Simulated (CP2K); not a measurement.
# GFN0-xTB run of C2HClF4 (1,1,1,2-tetrafluorochloroethane)

Aim: the energy difference between two shapes of C2HClF4 (1,1,1,2-tetrafluorochloroethane) at GFN0-xTB, from 2 runs. 

The results are computed with CP2K 2026.2.

5 further runs of the same task are left out: 1 that didn't finish, 4 set aside as unsound or not needed.

## 1. The system as given

C2HClF4: 8 atoms, total charge 0, spin state singlet. As SMILES, `FC(Cl)C(F)(F)F`. The shape is that of a GFN2-xTB optimisation.

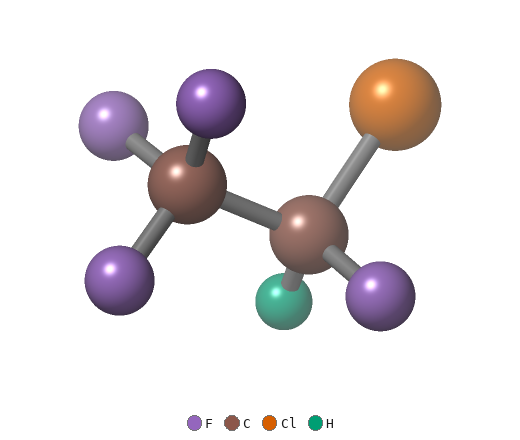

Viewed from a chosen angle; fluorine purple, carbon brown, chlorine orange, hydrogen teal.

## 2. A single-point energy at GFN0-xTB

Contents of molecule.inp:

```
&FORCE_EVAL
    METHOD Quickstep
    &DFT
        CHARGE 0
        MULTIPLICITY 1
        &QS
            METHOD XTB
            EPS_DEFAULT 1.0E-10
            &XTB
                GFN_TYPE 0
                CHECK_ATOMIC_CHARGES F
            &END XTB
        &END QS
        &POISSON
            PERIODIC NONE
            POISSON_SOLVER ANALYTIC
        &END POISSON
        ! self-consistent field
        &SCF
            SCF_GUESS ATOMIC
            EPS_SCF 1.0E-06
            MAX_SCF 150
            ADDED_MOS 2
            &DIAGONALIZATION
                ALGORITHM STANDARD
            &END DIAGONALIZATION
            &MIXING
                METHOD DIRECT_P_MIXING
                ALPHA 0.4
            &END MIXING
            &SMEAR ON
                METHOD FERMI_DIRAC
                ELECTRONIC_TEMPERATURE [K] 300
            &END SMEAR
        &END SCF
        ! extra output
        &PRINT
            &MOMENTS
                PERIODIC F
                REFERENCE COM
                MAX_MOMENT 1
            &END MOMENTS
            &MO ON
                ENERGIES T
                OCCUPATION_NUMBERS T
                NDIGITS 6
                &EACH
                    QS_SCF 0
                &END EACH
                ADD_LAST NUMERIC
            &END MO
            &HIRSHFELD OFF
            &END HIRSHFELD
        &END PRINT
    &END DFT
    ! atoms, cell and kinds
    &SUBSYS
        &CELL
            ABC [angstrom] 18.8 18.9 18.2
            PERIODIC NONE
        &END CELL
        &COORD
            F      8.241825     8.345515    10.185725
            C      9.209385     8.608415     9.283065
            Cl    10.799225     8.196985     9.959835
            C      9.182125    10.108505     8.929805
            F     10.112335    10.386225     8.014275
            F      9.394875    10.890555     9.979495
            F      8.000775    10.446005     8.404365
            H      9.020135     8.009445     8.383085
        &END COORD
    &END SUBSYS
&END FORCE_EVAL

&GLOBAL
    PROJECT_NAME molecule
    RUN_TYPE ENERGY
    PRINT_LEVEL MEDIUM
&END GLOBAL
```

Launch:

```console
OMP_NUM_THREADS=1 cp2k.psmp -i molecule.inp -o molecule.out
```

Standard output:

```text
CP2K| version string:                                       CP2K version 2026.2
[...]
 GLOBAL| Method name                                                        CP2K
[...]
 GLOBAL| Run type                                                         ENERGY
[...]
                             - Atoms:                                          8
[...]
                             - Spherical basis functions:                     35
[...]
 Number of electrons:                                                         44
[...]
  Fermi energy:                                                -0.25037394201381
[...]
 TB_DIPOLE| Moment [Debye]         -0.68407360      -0.85621112      -1.30970598
 TB_DIPOLE| Derivative [a.u.]       0.00000000       0.00000000       0.00000000
[...]
 ENERGY| Total FORCE_EVAL ( QS ) energy [hartree]            -24.511773102745945
[...]
```

Run time: 0.2 s. Hardware: 1 thread of Arm Neoverse V2, shared host.

## 3. The distorted shape, same level

Contents of calc.inp:

```
&GLOBAL
  PROJECT calc
  RUN_TYPE ENERGY
  PRINT_LEVEL MEDIUM
&END GLOBAL

&FORCE_EVAL
  METHOD QS
  &DFT
    &QS
      METHOD XTB
      EPS_DEFAULT 1.0E-10
      &XTB
        GFN_TYPE 0
        CHECK_ATOMIC_CHARGES F
      &END XTB
    &END QS
    &POISSON
      PERIODIC NONE
      POISSON_SOLVER ANALYTIC
    &END POISSON
    # self-consistent field
    &SCF
      SCF_GUESS ATOMIC
      EPS_SCF 1.0E-06
      MAX_SCF 150
      ADDED_MOS 2
      &DIAGONALIZATION
        ALGORITHM STANDARD
      &END DIAGONALIZATION
      &MIXING
        METHOD DIRECT_P_MIXING
        ALPHA 0.4
      &END MIXING
      &SMEAR ON
        METHOD FERMI_DIRAC
        ELECTRONIC_TEMPERATURE [K] 300
      &END SMEAR
    &END SCF
    &PRINT
      &MOMENTS
        PERIODIC F
        REFERENCE COM
        MAX_MOMENT 1
      &END MOMENTS
      &MO ON
        ENERGIES T
        OCCUPATION_NUMBERS T
        NDIGITS 6
        &EACH
          QS_SCF 0
        &END EACH
        ADD_LAST NUMERIC
      &END MO
      &HIRSHFELD OFF
      &END HIRSHFELD
    &END PRINT
  &END DFT
  # structure
  &SUBSYS
    &CELL
      ABC 18.8 18.9 18.1
      PERIODIC NONE
    &END CELL
    &COORD
      F      8.235143     8.333739    10.123848
      C      9.193719     8.636699     9.230890
      Cl    10.808002     8.238149     9.936919
      C      9.200596    10.159229     8.904355
      F     10.128570    10.402074     7.976152
      F      9.427112    10.907514     9.963166
      F      7.991998    10.448794     8.352027
      H      9.026842     7.992486     8.355430
    &END COORD
  &END SUBSYS
&END FORCE_EVAL
```

Launch:

```console
OMP_NUM_THREADS=1 cp2k.psmp calc.inp > calc.out
```

Standard output:

```text
CP2K| version string:                                       CP2K version 2026.2
[...]
 GLOBAL| Method name                                                        CP2K
[...]
 GLOBAL| Run type                                                         ENERGY
[...]
                             - Atoms:                                          8
[...]
                             - Spherical basis functions:                     35
[...]
 Number of electrons:                                                         44
[...]
  Fermi energy:                                                -0.25635074662619
[...]
 TB_DIPOLE| Moment [Debye]         -0.74416698      -0.42700027      -1.19957341
 TB_DIPOLE| Derivative [a.u.]       0.00000000       0.00000000       0.00000000
[...]
 ENERGY| Total FORCE_EVAL ( QS ) energy [hartree]            -24.509049182754733
[...]
```

Wall time 0.2 s (1 thread of Arm Neoverse V2, shared host).

## 4. Summary of results

At GFN0-xTB:

```
                                                  quantity         value
                                 first shape: total energy  -24.51177 Eh
    first shape: dipole moment (from atomic charges alone)        1.71 D
                                  first shape: HOMO energy     -11.16 eV
                                  first shape: LUMO energy      -5.93 eV
                                first shape: HOMO–LUMO gap       5.23 eV
                            first shape: dispersion energy  -5.76 kJ/mol
                             distorted shape: total energy  -24.50905 Eh
distorted shape: dipole moment (from atomic charges alone)        1.47 D
                              distorted shape: HOMO energy     -11.16 eV
                              distorted shape: LUMO energy      -6.10 eV
                            distorted shape: HOMO–LUMO gap       5.06 eV
                        distorted shape: dispersion energy  -5.75 kJ/mol
                    energy change with the atoms displaced      0.074 eV
```

With the atoms displaced the energy rises by 0.07 eV (1.7 kcal/mol). The first shape isn't relaxed at this level, so the change isn't measured from a minimum. The dipole (first shape) comes from point charges on the atoms alone, without atomic dipoles, so it is partial. The dipole (distorted shape) comes from point charges on the atoms alone, without atomic dipoles, so it is partial.
